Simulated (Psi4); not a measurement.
# SnO (tin(ii) oxide), step by step

Aim: a structure relaxation (B3LYP/def2-SVP), then the harmonic vibrations, then the energy (CCSD(T)/def2-TZVP), then the excited states (TDA-B3LYP/def2-SVP) of SnO (tin(ii) oxide). 

Program for the calculation: Psi4 1.11.

## (1) Starting point

The species is SnO (2 atoms), meant as a singlet with charge 0. SMILES: `[O]=[Sn]`. Geometry: relaxed at PBE0-D4/def2-TZVP. The run starts from this shape.

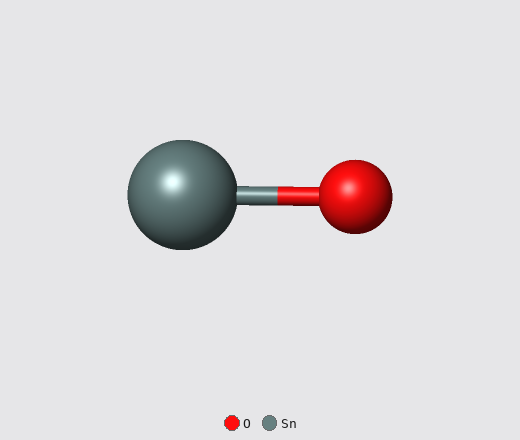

Viewed from a chosen angle; oxygen red, tin teal.

## (2) A structure relaxation at B3LYP/def2-SVP (density fitting, core potential) (run 1)

File osn.xyz:

```xyz
2
OSn
O      0.000000     0.000000    -0.007080
Sn     0.000000     0.000000     1.810660
```

File osn.py:

```python
import psi4

psi4.set_memory('1600 MB')
psi4.set_num_threads(1)
psi4.set_output_file('run.log', False)

with open('osn.xyz') as f:
    atoms = ''.join(f.readlines()[2:])
mol = psi4.geometry('0 1\n' + atoms + '')

psi4.set_options({
    'basis': 'def2-SVP',
    'geom_maxiter': 60,
})

E = psi4.optimize("b3lyp")
print('E =', round(E, 9))
mol.save_xyz_file('final.xyz', False)
```

Command:

```
python osn.py
```

run.log:

```text
[...]
    !!!  WARNING: ECP capability is in beta. Please check occupations closely.  !!!
[...]
  Running in c2v symmetry.
[...]
  Nuclear repulsion =   51.236804536358335
[...]
  Multiplicity = 1
[...]
  Nalpha       = 15
  Nbeta        = 15
[...]
    Number of basis functions: 40
[...]
    !!!  WARNING: ECP capability is in beta. Please check occupations closely.  !!!
[...]
    !!!  WARNING: ECP capability is in beta. Please check occupations closely.  !!!
[...]
   @DF-RKS iter   0:  -289.52514967279575   -2.89525e+02   1.63384e-03
[...]
    !!!  WARNING: ECP capability is in beta. Please check occupations closely.  !!!
[...]
    !!!  WARNING: ECP capability is in beta. Please check occupations closely.  !!!
[...]
   @DF-RKS iter   7:  -289.51713150820626   -2.84217e-13   9.12439e-09 DIIS
[...]
    Orbital Energies [Eh]
    ---------------------
    Doubly Occupied:
       1A1   -19.100002     2A1    -5.110389     1B1    -3.454283
       1B2    -3.454283     3A1    -3.444043     4A1    -1.047575
       5A1    -1.037479     1A2    -1.037478     2B1    -1.029138
       2B2    -1.029138     6A1    -0.835396     7A1    -0.427916
       3B2    -0.273820     3B1    -0.273820     8A1    -0.269849
[...]
  @DF-RKS Final Energy:  -289.51713150820626
   => Energetics <=
    Nuclear Repulsion Energy =             50.3431527336724329
    One-Electron Energy =                -580.7451884274860276
    Two-Electron Energy =                 262.5111721585579971
    DFT Exchange-Correlation Energy =     -21.6262679729506964
    Empirical Dispersion Energy =           0.0000000000000000
    VV10 Nonlocal Energy =                  0.0000000000000000
    Total Energy =                       -289.5171315082062620
[...]
 Multipole Moments:
 ------------------------------------------------------------------------------------
     Multipole            Electronic (a.u.)      Nuclear  (a.u.)        Total (a.u.)
 ------------------------------------------------------------------------------------
 L = 1.  Multiply by 2.5417464519 to convert [e a0] to [Debye]
 Dipole X            :          0.0000000            0.0000000            0.0000000
 Dipole Y            :          0.0000000            0.0000000            0.0000000
 Dipole Z            :         17.1349879          -15.6237898            1.5111981
 Magnitude           :                                                    1.5111981
[...]
  -Total Gradient:
     Atom            X                  Y                   Z
    ------   -----------------  -----------------  -----------------
       1        0.000000000000     0.000000000000    -0.000048658479
       2        0.000000000000    -0.000000000000     0.000117850972
[...]
    Final optimized geometry and variables:
    Molecular point group: c2v
    Full point group: C_inf_v
    Geometry (in Angstrom), charge = 0, multiplicity = 1:
    O            0.000000000000     0.000000000000    -1.632263643716
    SN           0.000000000000     0.000000000000     0.217743438093
```

On the terminal:

```text
Optimizer: Optimization complete!
E = -289.517131508
```

Wall time 8.1 s (1 thread of Intel Xeon at 2.60GHz (Ice Lake), shared host); peak memory 0.28 GiB.

Steps, from the record of the run:

| step | energy from the first frame kept (eV) | largest force (eV/Å) |
| --- | --- | --- |
| 0 | 0.0000 | 1.2624 |
| 1 | -0.0128 | 0.6814 |
| 2 | -0.0196 | 0.0577 |
| 3 | -0.0196 | 0.0061 |

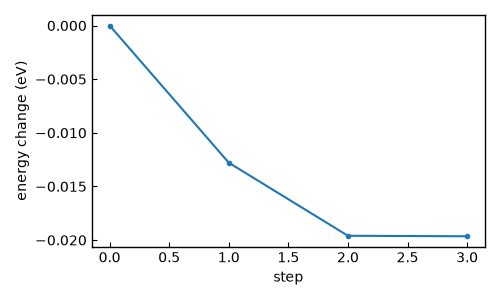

Energy along the run.

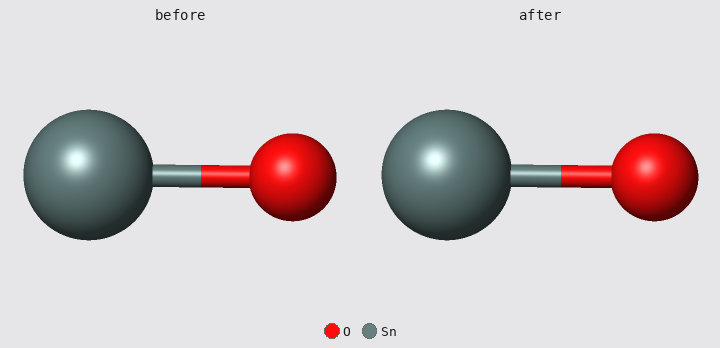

Before and after, at one scale.

After the run. Bond lengths: O1–Sn2 1.850 Å.

## (3) Vibrational wavenumbers at B3LYP/def2-SVP (density fitting, core potential) (run 2)

File calc.inp:

```
memory 1600 MB

molecule molecule1 {
  O      0.000000     0.000000    -0.035549
  Sn     0.000000     0.000000     1.814458
  symmetry c1
}

set basis def2-SVP
set t 298.15
set rotational_symmetry_number 1

energy_value, wavefunction = frequencies("b3lyp", return_wfn=True)
```

Command:

```
psi4 -i calc.inp -o calc.out -n 1
```

calc.out, cut to the lines that bear on the results:

```text
[...]
    !!!  WARNING: ECP capability is in beta. Please check occupations closely.  !!!
[...]
  Running in c1 symmetry.
[...]
  Nuclear repulsion =   50.343154959910969
[...]
  Multiplicity = 1
[...]
  Nalpha       = 15
  Nbeta        = 15
[...]
    Number of basis functions: 40
[...]
   @DF-RKS iter   1:  -289.02848370881571   -1.20616e+00   2.49120e-02 DIIS/ADIIS
[...]
   @DF-RKS iter  13:  -289.51713135030616   -2.84217e-13   5.30964e-10 DIIS
[...]
  @DF-RKS Final Energy:  -289.51713135030616
   => Energetics <=
    Nuclear Repulsion Energy =             50.3623285812511696
    One-Electron Energy =                -580.7834688785377466
    Two-Electron Energy =                 262.5305210312617419
    DFT Exchange-Correlation Energy =     -21.6265120842813339
    Empirical Dispersion Energy =           0.0000000000000000
    VV10 Nonlocal Energy =                  0.0000000000000000
    Total Energy =                       -289.5171313503061583
[...]
 Multipole Moments:
 ------------------------------------------------------------------------------------
     Multipole            Electronic (a.u.)      Nuclear  (a.u.)        Total (a.u.)
 ------------------------------------------------------------------------------------
 L = 1.  Multiply by 2.5417464519 to convert [e a0] to [Debye]
 Dipole X            :          0.0000000            0.0000000            0.0000000
 Dipole Y            :          0.0000000            0.0000000            0.0000000
 Dipole Z            :         17.1280979          -15.6178409            1.5102569
 Magnitude           :                                                    1.5102569
[...]
  -Total Gradient:
     Atom            X                  Y                   Z
    ------   -----------------  -----------------  -----------------
       1       -0.000000000001     0.000000000053     0.000448248216
       2        0.000000000001    -0.000000000053    -0.000378477316
[...]
  ==> Harmonic Vibrational Analysis <==
[...]
  Freq [cm^-1]                 835.2711
[...]
  IR activ [km/mol]            34.5053
[...]
  Total E_0, Enthalpy at 0 [K]                                                         -289.51522862 [Eh]
[...]
  Total H, Enthalpy at  298.15 [K]                                                     -289.51185516 [Eh]
[...]
  Total G, Gibbs energy at  298.15 [K]                                                 -289.53822076 [Eh]
[...]
```

Wall time 15 s (1 thread of Intel Xeon at 2.60GHz (Ice Lake), shared host); peak memory 0.27 GiB.

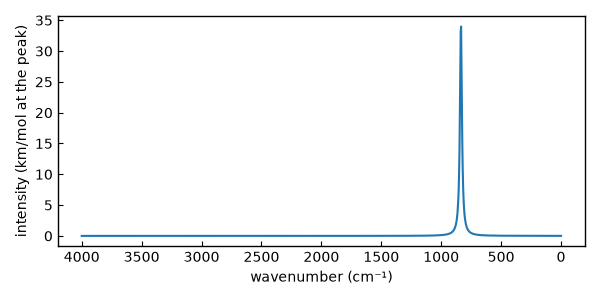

Harmonic infrared spectrum, unscaled, lines broadened by 10 cm⁻¹.

## (4) A single-point energy at CCSD(T)/def2-TZVP (core potential) (run 3)

File input.dat:

```
memory 1600 MB

molecule {
  0 1
  O
  Sn 1 r2

  r2 = 1.850007
  symmetry c1
}

set basis def2-TZVP
set scf_type pk
set num_frozen_docc 5

E, wfn = energy('ccsd(t)', return_wfn=True)
print_variables()
```

Command:

```
psi4 -i input.dat -o output.dat -n 1
```

output.dat:

```text
[...]
    !!!  WARNING: ECP capability is in beta. Please check occupations closely.  !!!
[...]
  Running in c1 symmetry.
[...]
  Nuclear repulsion =   50.343154959910969
[...]
  Multiplicity = 1
[...]
  Nalpha       = 15
  Nbeta        = 15
[...]
    Number of basis functions: 81
[...]
 WARNING: Atomic UHF is not converging! Try casting from a smaller basis or call Rob at CCMST.
   -------------------------
[...]
   @RHF iter   1:  -287.90648883693939   -1.67893e+00   1.00829e-02 ADIIS/DIIS
[...]
   @RHF iter  14:  -288.21614137491929   -2.46132e-11   4.46812e-09 DIIS
[...]
    Orbital Energies [Eh]
    ---------------------
    Doubly Occupied:
       1A    -20.495806     2A     -5.884062     3A     -4.075686
       4A     -4.075686     5A     -4.061761     6A     -1.353898
       7A     -1.345366     8A     -1.345366     9A     -1.331788
      10A     -1.331788    11A     -1.140621    12A     -0.553697
      13A     -0.396602    14A     -0.396601    15A     -0.381767
[...]
  @RHF Final Energy:  -288.21614137491929
   => Energetics <=
    Nuclear Repulsion Energy =             50.3431549599109687
    One-Electron Energy =                -580.7776038471739639
    Two-Electron Energy =                 242.2183075123436709
    Total Energy =                       -288.2161413749192889
[...]
 Multipole Moments:
 ------------------------------------------------------------------------------------
     Multipole            Electronic (a.u.)      Nuclear  (a.u.)        Total (a.u.)
 ------------------------------------------------------------------------------------
 L = 1.  Multiply by 2.5417464519 to convert [e a0] to [Debye]
 Dipole X            :          0.0000001            0.0000000            0.0000001
 Dipole Y            :         -0.0000000            0.0000000           -0.0000000
 Dipole Z            :         17.7620239          -15.6237891            2.1382348
 Magnitude           :                                                    2.1382348
[...]
      * MP2 total energy                      = -288.785959876183483
[...]
      * CCSD total energy                     = -288.757803047557559
[...]
      * CCSD(T) total energy                  = -288.785855710802139
[...]
```

Run time: 21 s. Hardware: 1 thread of Intel Xeon at 2.60GHz (Ice Lake), shared host; peak memory 0.49 GiB.

## (5) The vertical excitations at TDA-B3LYP/def2-SVP (density fitting, core potential, save jk yes) (run 4)

File job.dat:

```
memory 1.6 GB

molecule {
  O      0.000000     0.000000    -0.035549
  Sn     0.000000     0.000000     1.814458
}

set basis def2-SVP
set save_jk true

from psi4.driver.procrouting.response.scf_response import tdscf_excitations
energy_value, wavefunction = energy("b3lyp", return_wfn=True)
states = tdscf_excitations(wavefunction, states=6, tda=True)
```

Command:

```
psi4 -i job.dat -o job.out -n 1
```

job.out, cut to the lines that bear on the results:

```text
[...]
  Running in c2v symmetry.
[...]
  Nuclear repulsion =   50.343154959910969
[...]
  Multiplicity = 1
[...]
  Nalpha       = 15
  Nbeta        = 15
[...]
    Number of basis functions: 40
[...]
   @DF-RKS iter   1:  -289.02848876984314   -1.20615e+00   4.32026e-02 DIIS/ADIIS
[...]
   @DF-RKS iter  10:  -289.51713150746764   -4.53440e-10   9.18502e-07 DIIS
[...]
  @DF-RKS Final Energy:  -289.51713150746764
   => Energetics <=
    Nuclear Repulsion Energy =             50.3431549599109687
    One-Electron Energy =                -580.7452677595475734
    Two-Electron Energy =                 262.5112596938614047
    DFT Exchange-Correlation Energy =     -21.6262784016924705
    Empirical Dispersion Energy =           0.0000000000000000
    VV10 Nonlocal Energy =                  0.0000000000000000
    Total Energy =                       -289.5171315074676386
[...]
 Multipole Moments:
 ------------------------------------------------------------------------------------
     Multipole            Electronic (a.u.)      Nuclear  (a.u.)        Total (a.u.)
 ------------------------------------------------------------------------------------
 L = 1.  Multiply by 2.5417464519 to convert [e a0] to [Debye]
 Dipole X            :          0.0000000            0.0000000            0.0000000
 Dipole Y            :          0.0000000            0.0000000            0.0000000
 Dipole Z            :         17.1349964          -15.6237891            1.5112073
 Magnitude           :                                                    1.5112073
[...]
**********                               WARNING                                **********
**********       The names of excited state variables changed between 1.5       **********
[...]
**********                               WARNING                                **********
**********  Length-gauge rotatory strengths are **NOT** gauge-origin invariant  **********
[...]
                                    Excitation Energy         Total Energy        Oscillator Strength             Rotatory Strength
[...]
Excited State    1 (1 A2):   0.12850 au   354.58 nm f = 0.0000
[...]
Excited State    3 (1 A2):   0.14074 au   323.74 nm f = 0.0000
[...]
Excited State    4 (1 B1):   0.14262 au   319.48 nm f = 0.0335
[...]
Excited State    5 (1 B2):   0.14262 au   319.48 nm f = 0.0335
[...]
Excited State    6 (1 A1):   0.22070 au   206.45 nm f = 0.0010
[...]
```

Wall time 5.7 s (1 thread of Intel Xeon at 2.60GHz (Ice Lake), shared host); peak memory 0.24 GiB.

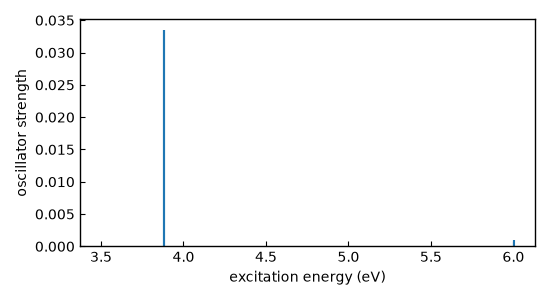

Vertical excitations as sticks.

The roots found:

| excited state | energy (eV) | strength | label |
| --- | --- | --- | --- |
| 1 | 3.497 | 0.0000 | A2 1 |
| 2 | 3.830 | 0.0000 | A1 1 |
| 3 | 3.830 | 0.0000 | A2 1 |
| 4 | 3.881 | 0.0335 | B1 1 |
| 5 | 3.881 | 0.0335 | B2 1 |
| 6 | 6.006 | 0.0010 | A1 1 |

## (6) Outcome

```
                                                                        quantity             value
                                  run 1, B3LYP/def2-SVP: total energy at the end     -289.51713 Eh
                                            run 1, B3LYP/def2-SVP: dipole moment            3.84 D
                                              run 1, B3LYP/def2-SVP: HOMO energy          -7.34 eV
                                              run 1, B3LYP/def2-SVP: LUMO energy          -2.35 eV
                                            run 1, B3LYP/def2-SVP: HOMO–LUMO gap           4.99 eV
                                              run 1, B3LYP/def2-SVP: bond length           1.850 Å
                                      run 2, B3LYP/def2-SVP: harmonic wavenumber          835 cm⁻¹
                                        run 2, B3LYP/def2-SVP: zero-point energy        5.0 kJ/mol
run 2, B3LYP/def2-SVP: ideal-gas entropy at 298.15 K (symmetry number 1 as used)  55.5 cal/(mol K)
                                          run 3, CCSD(T)/def2-TZVP: total energy     -288.78586 Eh
                   run 3, CCSD(T)/def2-TZVP: HOMO energy (Hartree–Fock orbitals)         -10.39 eV
                   run 3, CCSD(T)/def2-TZVP: LUMO energy (Hartree–Fock orbitals)           0.20 eV
                 run 3, CCSD(T)/def2-TZVP: HOMO–LUMO gap (Hartree–Fock orbitals)          10.59 eV
           run 3, CCSD(T)/def2-TZVP: correlation energy (5 core orbitals frozen)        -569.7 mEh
                                        run 3, CCSD(T)/def2-TZVP: (T) correction        -28.05 mEh
                                         run 3, CCSD(T)/def2-TZVP: T1 diagnostic             0.034
                    run 4, TDA-B3LYP/def2-SVP: ground-state or mean-field energy     -289.51713 Eh
              run 4, TDA-B3LYP/def2-SVP: dipole moment (B3LYP Kohn–Sham density)            3.84 D
               run 4, TDA-B3LYP/def2-SVP: HOMO energy (B3LYP Kohn–Sham orbitals)          -7.34 eV
               run 4, TDA-B3LYP/def2-SVP: LUMO energy (B3LYP Kohn–Sham orbitals)          -2.35 eV
             run 4, TDA-B3LYP/def2-SVP: HOMO–LUMO gap (B3LYP Kohn–Sham orbitals)           4.99 eV
                             run 4, TDA-B3LYP/def2-SVP: lowest excitation energy           3.50 eV
```

The optimisation (run 1, B3LYP/def2-SVP) took 4 steps and changed the energy by -0.020 eV. The one mode (run 2, B3LYP/def2-SVP) is real, so the shape is a minimum at this level. The T1 diagnostic (run 3, CCSD(T)/def2-TZVP) of 0.034 is above the customary mark for such species, so a single reference may not serve. The triples (run 3, CCSD(T)/def2-TZVP) make up 4.9 % of the correlation energy. The brightest of the 6 transitions from the ground state lies at 3.88 eV (319 nm, f = 0.067, degenerate roots summed); the lowest, at 3.50 eV, has f = 0.000.
